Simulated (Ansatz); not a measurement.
# HfN (rock salt): frozen-phonon scan

HfN (rock salt)

```xyz
4
Lattice="0.0000 4.5479 4.5479 2.2739 0.0000 2.2739 2.2739 2.2739 0.0000" Properties=species:S:1:pos:R:3 pbc="T T T"
N      0.0000     0.0000     0.0000
N      2.2739     2.2739     4.5479
Hf     2.2739     2.2739     2.2739
Hf     2.2739     4.5479     4.5479
```

The atoms are displaced by Q × the pattern below (from a DFPT mode at L = (0.5, 0.0, 0.0), largest move 1; Q in Å), at fixed cell. (q is in reciprocal vectors of the primitive cell; the cell shown is doubled to hold the pattern.)

```
atom       x       y       z
----  ------  ------  ------
N1     0.577  -0.577  -0.577
N2    -0.577   0.577   0.577
```

Atoms not listed stay in place.

The numbers are results of PBE (plane waves to 420 eV, PAW, scalar-relativistic; Ansatz, a quantum-chemistry and plane-wave program), not measurements. k mesh 9×18×18 (Γ-centred), Fermi-Dirac smearing 0.05 eV. E stands for the smeared free energy. Stress and pressure are positive under compression. With partly filled bands, energies and forces of such displacements shift with the k mesh and the smearing. HfN is run without spin polarisation. HfN was relaxed with its symmetry unable to fall. Spin-orbit coupling is left out, though Hf is heavy. ΔE is measured from the undisplaced structure.

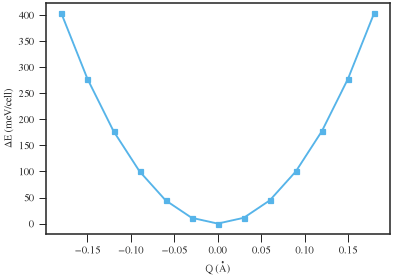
ΔE (meV/cell) against Q (Å); markers are the computed points, lines only join them.

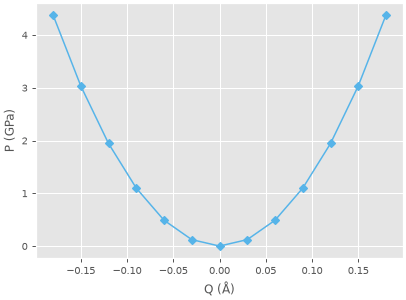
*P (GPa) against Q (Å); one marker a computed point.*

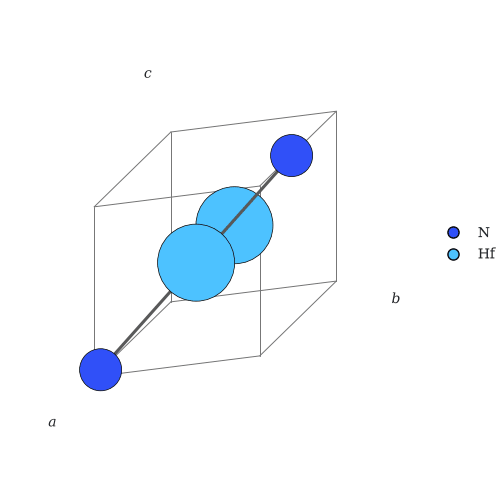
*The cell of the calculation at Q = 0.180 Å.*

The energy at Q = 0.180 Å comes out as 403 meV/cell. Harmonic wavenumber from the curvature (finite differences): 490 cm⁻¹. Symmetry of the curve: even: the same for both signs. Space group of the distorted cell: R-3m (No. 166), lowered from Fm-3m. Shape of the curve: a single well with its minimum at or next to zero displacement.

E″ = 24.70 eV/Å², M = Σ mᵢ|uᵢ|² = 28.0 u, ν̃ = 521.5·√(|E″|/M).

(For displaced atoms, the force is minus the slope of the energy, and its curvature is a force constant, which sets phonon frequencies.)
